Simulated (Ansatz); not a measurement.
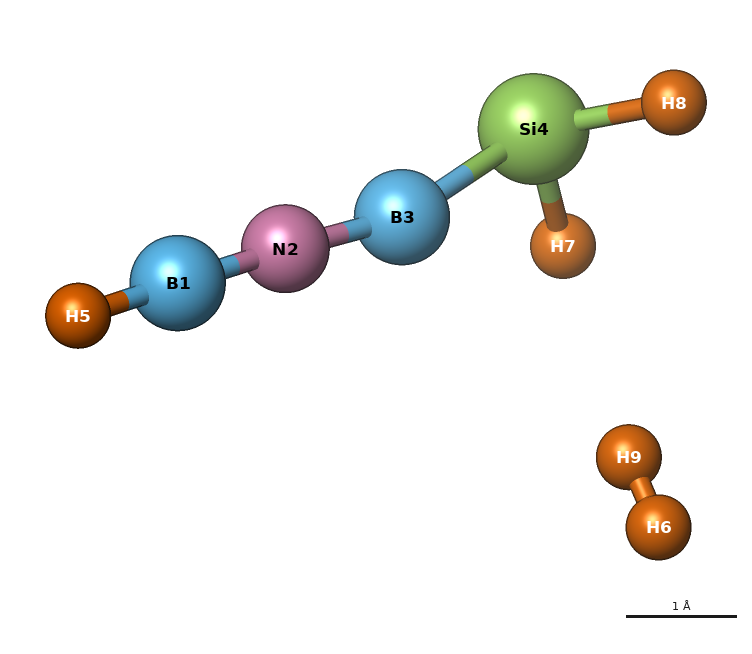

Atoms carry their numbers in the input. The geometry was computed by an optimisation with PBE-D4/def2-SVP. No frequency run is at hand to confirm it as a minimum.

### What is the geometry at Si4?

Si4 has 3 neighbours (B3 at 1.90, H7 at 1.51, H8 at 1.51 Å); the arrangement is trigonal pyramidal.

### What is the geometry at B1?

B1 has 2 neighbours (N2 at 1.28, H5 at 1.19 Å); the arrangement is linear.

### How are the neighbours of atom 2 arranged?

N2 has 2 neighbours (B1 at 1.28, B3 at 1.35 Å); the arrangement is linear.
